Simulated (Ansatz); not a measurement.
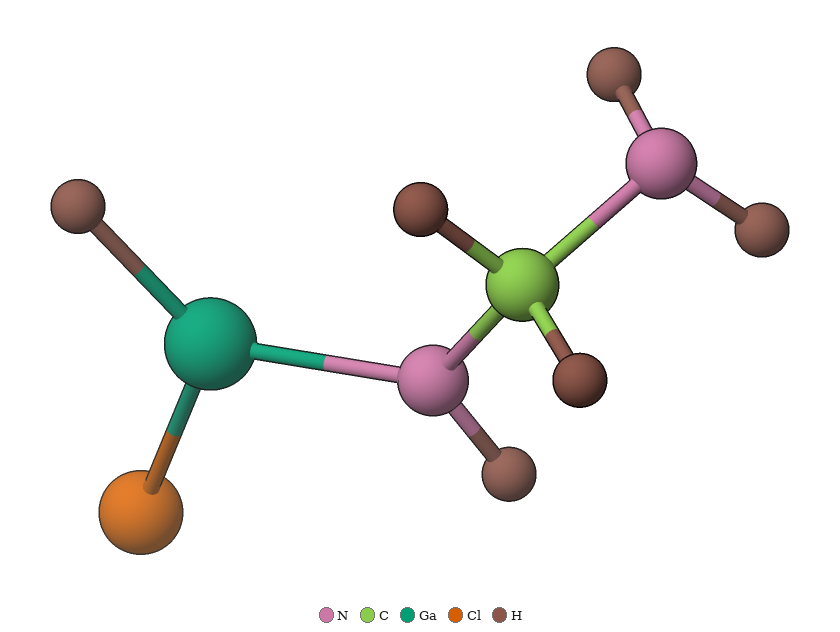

The computed structure is the end point of a PBE-D4/def2-SVP optimisation. No frequency run is at hand to confirm it as a minimum. Method: RKS PBE-D4/def2-SVP (Ansatz 0.2.0).

**Give the dispersion correction at this level.**

−23.0 kJ/mol.

**Give the dipole moment at this level.**

1.61 D.
